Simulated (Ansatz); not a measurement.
The calculation's input:

```
crystal:
  lattice:
    - [2.4509548123, -1.4168876347, 0.0072191692]
    - [2.4509548123, 1.4168876347, 0.0072191692]
    - [-0.0363011136, 0.0, 7.3070539294]
  atoms:
    - { symbol: Li, position: [0.0, 0.0, 0.5] }
    - { symbol: Li, position: [0.3329762681, 0.3329762681, 0.1797481126] }
    - { symbol: Li, position: [0.6670237319, 0.6670237319, 0.8202518874] }
    - { symbol: H, position: [0.666414805, 0.666414805, 0.3369338679] }
    - { symbol: H, position: [0.333585195, 0.333585195, 0.6630661321] }
basis:
  ecutwfc: 420
kpoints:
  mp_grid: { grid: [12, 12, 4] }
hamiltonian:
  xc: pbe
scf:
  occupations: { method: gaussian, width: 0.1 }
output:
  forces: true
  stress: true
  eigenvalues: true
  write_density: true
  write_potential: true
  elf: true
  volumetric_format: npy
relax:
  adjacent_minimum: "off"
  f_tol: 0.001
  max_steps: 60
  cell: { stress_tol: 0.01 }
```

Run with:

```sh
ansatz run input.yaml --threads 3 --pin off --max-ram 7680MiB --backend cpu --events-out ev --progress --plain --runs-dir out
```

Below, planes, directions and counts refer to the conventional cell (a = 2.83 Å, b = 2.83 Å, c = 7.31 Å, α = 90.00°, β = 90.00°, γ = 120.00°).

The fields are those of the run's last geometry, not of the input's.

Space group P-3m1; a generated structure, not necessarily the stable one; computed without spin polarisation.

These are results of Ansatz, DFT PBE, scalar-relativistic, plane waves, PAW, not measurements.

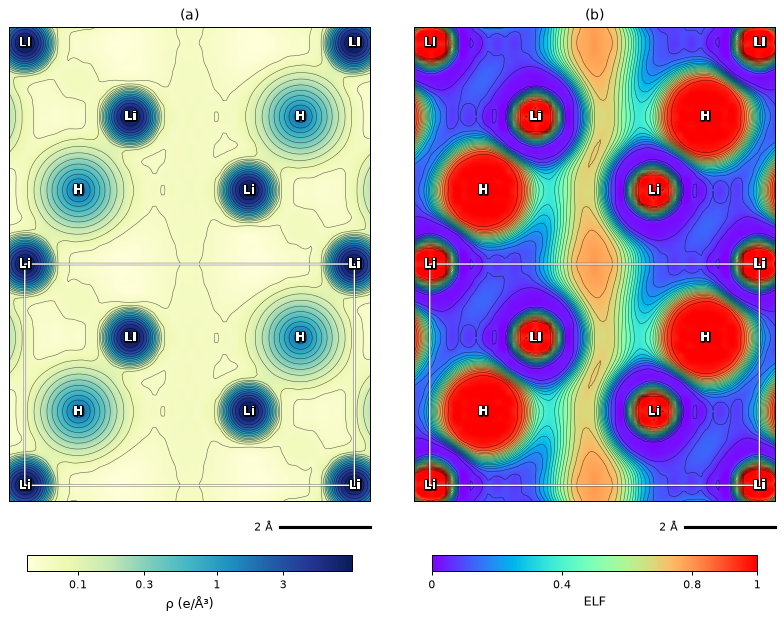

Li3H2. (a) valence pseudo-density; (b) electron localisation function on the (110) plane of the conventional cell.

The density is the valence pseudo-density of a PAW calculation; it isn't the true density close to the nuclei.

Interpret the plot.

Answer. Atoms in the plane: Li and H. Li–H (2.00 Å): the density is about 0.13 e/Å³ at the midpoint; the ELF climbs to about 1 towards the hydrogen. Between the atoms the lowest density in this plane is 0.04 e/Å³. The ELF has a maximum of about 0.80 in the space between the atoms, 2.1 Å from six Li atoms, on no atom or two-centre bond. The features right at Li lie inside the PAW spheres, where the map follows smoothed inner orbitals and isn't to be read closely.
